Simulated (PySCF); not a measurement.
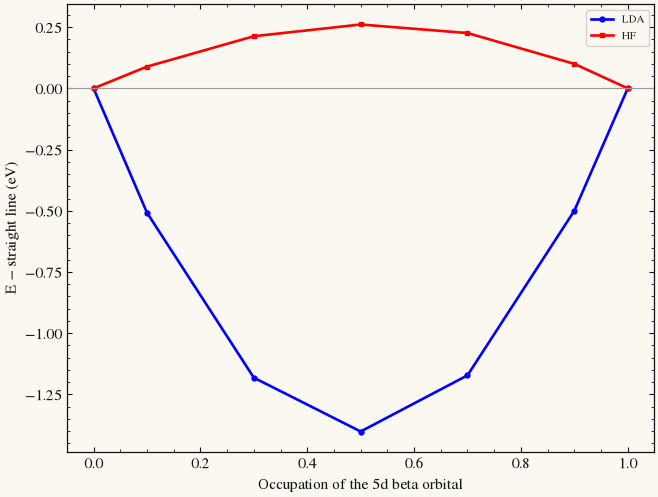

One 5d beta orbital of Os²⁺ ([Xe] 4f¹⁴ 5d⁶) is emptied in steps. The plot gives the energy less the straight line between the integer ends. PySCF, def2-TZVP with a 60-electron core potential, unrestricted single determinants, no spin-orbit coupling.

Describe the curvature of each method.

Answer. LDA: convex (delocalisation error), largest departure −1.4 eV, removal energy 27.19 eV; HF: concave (localisation error), largest departure 0.26 eV, removal energy 24.90 eV. The NIST theoretical removal energy is 25.00 eV. The exact energy is a straight line between whole electron numbers.
